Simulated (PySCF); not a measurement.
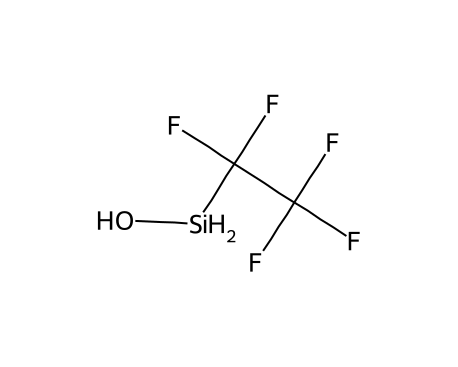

A structural formula.

Question: Write the SMILES.

Answer: O[SiH2]C(F)(F)C(F)(F)F

Question: Give the formula, hydrogens included.

Answer: C2H3F5OSi.

Question: An optimisation with GFN2-xTB gave a structure of which point group?

Answer: C1. Other conformers may differ.

More results for the same structure follow; atom numbers are the same in all pictures, views and colours differ. Computed geometry: GFN2-xTB optimisation. No frequency run is at hand to confirm it as a minimum.

NMR shielding

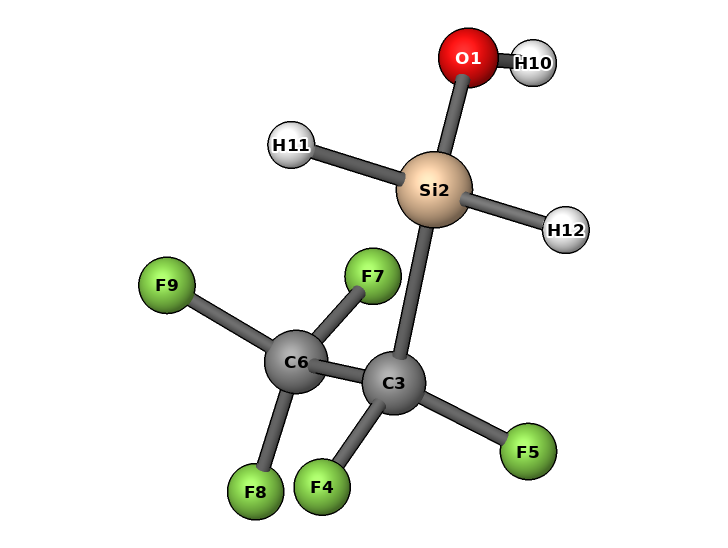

The questions are on isotropic NMR shieldings of the F atoms. No frequency run is at hand to confirm it as a minimum. Properties computed with GIAO PBE0/pcSseg-1 NMR shielding, non-relativistic, gas phase (PySCF 2.14.0).

Question: Which F atom is the most shielded (lowest chemical shift)?

Answer: F4 (328.9 ppm).

Question: Which F atom is the least shielded (highest chemical shift)?

Answer: F9 (259.9 ppm).

Question: How wide is the range of F shifts?

Answer: 69.0 ppm.

Give the isotropic NMR shieldings of the F atoms atom by atom.

```csv
atom,σ (ppm)
F4,328.9
F5,324.4
F7,261.9
F8,272.1
F9,259.9
```

Polarisability

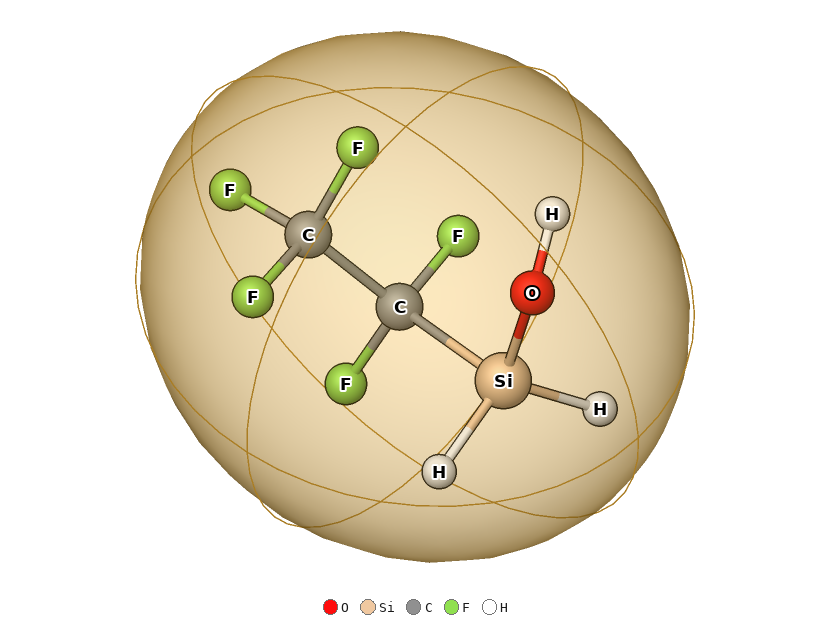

The ellipsoid shows the static dipole polarisability: its half-axes are proportional to the principal values. No frequency run is at hand to confirm it as a minimum. Level of theory: PBE0/def2-SVPD (PySCF 2.14.0).

Question: Give the principal values, the mean and the anisotropy.

Answer: Principal values 54.6, 55.9, 61.7 bohr³; mean 57.4 bohr³ (8.50 Å³); anisotropy 6.6 bohr³, so the longest axis is 1.13 times the shortest.

Quadrupole coupling

No frequency run is at hand to confirm it as a minimum. Electric field gradients from the ground-state density, PBE0/pcSseg-1 (PySCF 2.14.0), non-relativistic apart from any core potentials.

Give the largest field-gradient component, the quadrupole coupling constant and the asymmetry for 17O at O1 (Q = −25.6 mb), 2H at H10 (Q = 2.86 mb), 2H at H11 (Q = 2.86 mb), 2H at H12 (Q = 2.86 mb).

```tsv
atom	V_zz (a.u.)	e²qQ/h (MHz)	η
O1	1.547	−9.30	0.40
H10	0.499	0.335	0.05
H11	0.167	0.112	0.02
H12	0.161	0.108	0.02
```

The geometry is semi-empirical. Around Si such bond lengths and angles can be off by a tenth of an ångström or more and by several degrees, and values that hang on the shape move with them.
